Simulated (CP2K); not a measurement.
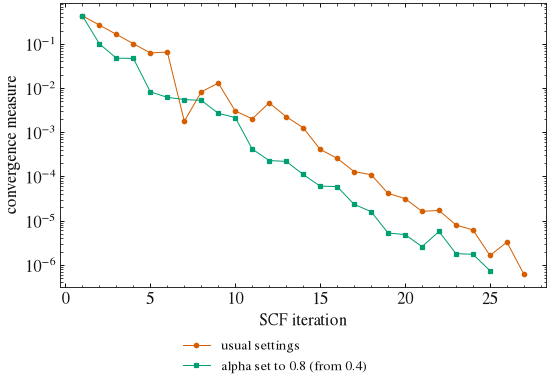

Two SCF runs that differ in one setting.
System: FGeH2S (SMILES [F][GeH][SH]), multiplicity 2.
Method: CP2K 2026.2, UHF AM1.

Q: How did each SCF end?

A: “alpha set to 0.8 (from 0.4)” converged in 25 iterations. “usual settings” converged in 27 iterations. CP2K mixes the density linearly, with weight alpha, until the error falls below EPS_DIIS, and only then turns to DIIS. That happens at step 6 with the usual settings and at step 4 in the changed run. Both end at the same energy within 1 meV.
